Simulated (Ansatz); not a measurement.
## Phonon calculation, with input and output: SiH₄S

The run: phonon calculation of SiH₄S. Method and program: RKS PBE0-D4/def2-TZVP (Ansatz 0.2.0).

The geometry comes from this level: PBE0-D4/def2-TZVP. Figures and captions count atoms from 1; the log counts them from 0 in places.

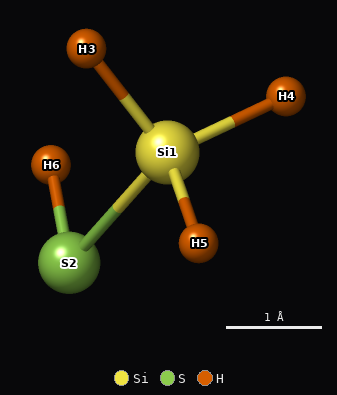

*The structure (ball-and-stick view, seen at a tilt; atoms are numbered from 1 in the order of the input).*

Bond lengths as drawn: H–S 1.34 Å, H–Si 1.48 Å and S–Si 2.14 Å.

**Summary**

```tsv
quantity	value
outcome	converged
total energy	−18772.1663 eV
mean-field energy	−18772.0855 eV
dispersion energy	−0.0808 eV
largest force (length of the vector)	0.005 eV/Å
dipole moment	1.05 D
hardware	2 CPU threads, shared host
wall time	26 s (CPU time 48 s)
peak memory	0.19 GiB
```

**The input**
```yaml
crystal:
  periodic: [false, false, false]
  atoms:
    - {symbol: Si, position_ang: [-0.889464, 0.644549, 0.016444]}
    - {symbol: S, position_ang: [0.221922, -0.790425, 1.144713]}
    - {symbol: H, position_ang: [-0.026667, 1.354810, -0.960958]}
    - {symbol: H, position_ang: [-1.541315, 1.647369, 0.896234]}
    - {symbol: H, position_ang: [-1.919798, -0.146072, -0.697712]}
    - {symbol: H, position_ang: [1.060738, 0.113734, 1.678109]}
basis:
  gaussian: {orbitals: def2-TZVP}
hamiltonian: {xc: pbe0, dispersion: d4}
phonons: {temperatures: {t_min: 298.15, t_max: 900, t_step: 200}}
```

**Output**
```
Functional definition: PBE0
  name "PBE0"
  cite "Adamo & Barone, J. Chem. Phys. 110, 6158 (1999) doi:10.1063/1.478522"
  cite "Perdew, Burke & Ernzerhof, Phys. Rev. Lett. 77, 3865 (1996) doi:10.1103/PhysRevLett.77.3865"
  parent pbe
  parameter a = 0.25
  parameter kappa = 0.804
  parameter beta = 0.06672455060314922
  exchange = (1 - a)*pbe_x(kappa = kappa, mu = beta*pi^2/3) + a*exact_x
  correlation = pbe_c(beta = beta)
715 factors; their error is unknown
mean field evaluation 1: about -18771.5382 eV, gradient 1.3e1 eV
mean field evaluation 2: about -18771.8214 eV, gradient 9.7e0 eV
mean field evaluation 4: about -18772.0281 eV, gradient 3.8e-1 eV
mean field evaluation 8: about -18772.0854 eV, gradient 1.1e-1 eV
mean field -18772.08544034 eV, -689.8614157560 hartree, gradient 1.7e-5 eV, S^2 0.000000; 0 other end points of the search recorded, 0 dependent functions left out
the calculation of the forces begins
reference -18772.08546693 eV, -689.8614167330 hartree; 17, 17 occupied and 81, 81 virtual orbitals, 715 factors
these checks for a lower state are left out or cut short: stability, starts, cluster_reference, orbital_swaps, neighbouring_geometries, increment
715 factors; their error is unknown
mean field evaluation 16: about -18772.0284 eV, gradient 1.4e-1 eV
mean field -18772.08535712 eV, -689.8614126979 hartree, gradient 1.0e-6 eV, S^2 0.000000; 0 other end points of the search recorded, 0 dependent functions left out
[... from here on the field's lines of each further geometry are left out, up to the last ...]
the calculation of the forces begins
reference -18772.08545328 eV, -689.8614162314 hartree; 17, 17 occupied and 81, 81 virtual orbitals, 715 factors
these checks for a lower state are left out or cut short: stability, starts, cluster_reference, orbital_swaps, neighbouring_geometries, increment
715 factors; their error is unknown
mean field -18772.08542393 eV, -689.8614151529 hartree, gradient 2.4e-6 eV, S^2 0.000000; 0 other end points of the search recorded, 0 dependent functions left out
the calculation of the forces begins
reference -18772.08545052 eV, -689.8614161300 hartree; 17, 17 occupied and 81, 81 virtual orbitals, 715 factors
Total energy: -18772.16629063 eV, -689.8643869493 hartree
Atom 0 at    -0.889464     0.644549     0.016444 Å, force     0.003824     0.000059     0.002688 eV/Å
Atom 1 at     0.221922    -0.790425     1.144713 Å, force    -0.001471    -0.003039     0.002084 eV/Å
Atom 2 at    -0.026667     1.354810    -0.960958 Å, force    -0.000534     0.003069    -0.004482 eV/Å
Atom 3 at    -1.541315     1.647369     0.896234 Å, force    -0.000002     0.001267     0.002344 eV/Å
Atom 4 at    -1.919798    -0.146072    -0.697712 Å, force    -0.001298    -0.002427    -0.002395 eV/Å
Atom 5 at     1.060738     0.113734     1.678109 Å, force    -0.000520     0.001070    -0.000239 eV/Å
Dipole moment:     0.031967     0.215610    -0.008626 e Å
Vibrations: 189.18 514.82 535.77 624.41 812.99 923.94 930.97 959.52 2229.65 2233.74 2254.62 2710.00 cm⁻¹, zero-point energy 0.924897 eV
```

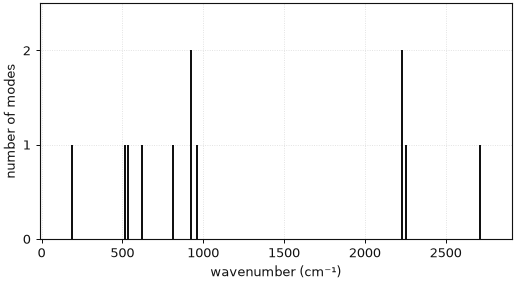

*Harmonic vibrational wavenumbers from the force constants; neighbouring modes closer than 11 cm⁻¹ are counted in one stick.*

12 modes from 189 to 2710 cm⁻¹, none imaginary.
